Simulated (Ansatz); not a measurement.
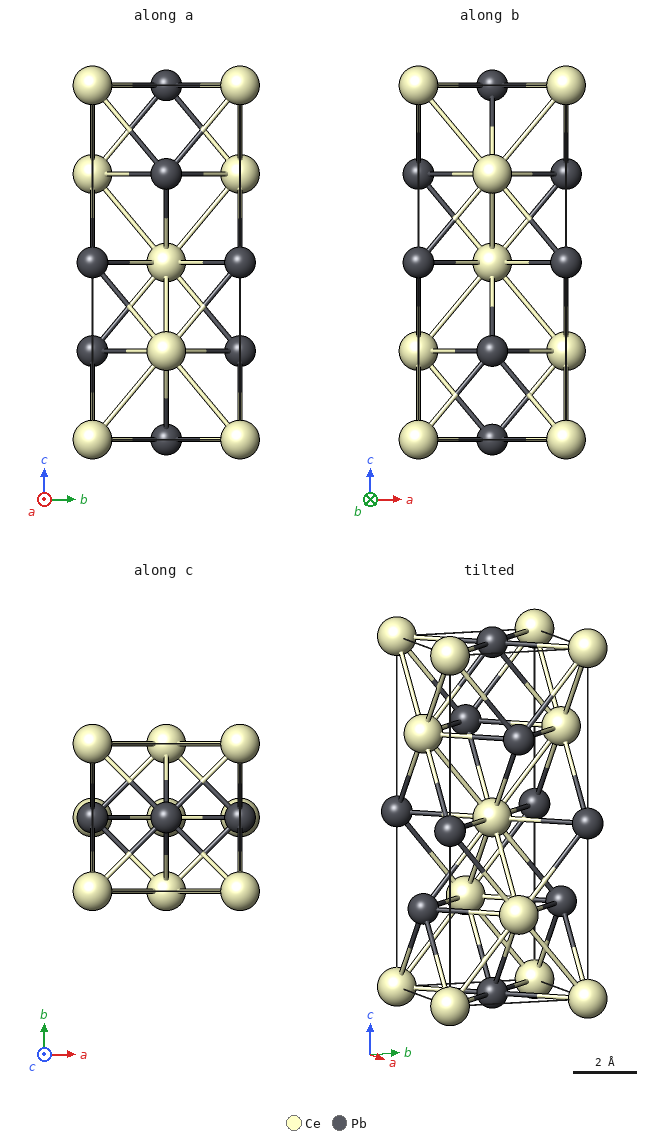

The image is a ball-and-stick drawing of a crystal, viewed along the a axis, along the b axis, along the c axis and slightly off an axis. Lines trace the edges of the conventional unit cell.

Lattice parameters: a = 4.747 Å, b = 4.747 Å, c = 11.394 Å, α = 90.00°, β = 90.00°, γ = 90.00°. Put a along x and b in the xy plane.

> Transcribe the picture into a POSCAR file.

```
Ce Pb
1.0
     4.747    0.000    0.000
     0.000    4.747    0.000
     0.000    0.000   11.394
Ce Pb
4 4
Direct
  0.0000 0.0000 0.0000
  0.0000 0.5000 0.2500
  0.5000 0.5000 0.5000
  0.5000 0.0000 0.7500
  0.5000 0.5000 0.0000
  0.5000 0.0000 0.2500
  0.0000 0.0000 0.5000
  0.0000 0.5000 0.7500
```

Starting structure: a structure type filled with these elements by a generator (whether the compound takes this form wasn't checked). Earlier steps of the study, as a rule a relaxation of our own, may have changed the cell and positions, so they can lie some per cent off the listed ones. A calculation with Ansatz used it as input.
